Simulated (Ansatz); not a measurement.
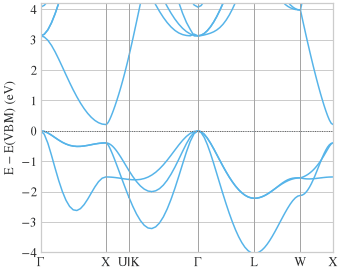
Figure: Band structure from the program Ansatz at the PBE level (PAW)

Problem. Read off the gap and where the band edges lie.

Solution. About 0.2 eV (0.21 eV by a search for the band edges); maximum at Γ, minimum at X.

The material is YN (rock salt, Fm-3m).

Symmetry was held in the PBE relaxation. The run is not spin-polarised. Scalar-relativistic: spin–orbit coupling is off unless named, which matters more the heavier the elements.

Potentials: the earlier of the program's two PAW sets.
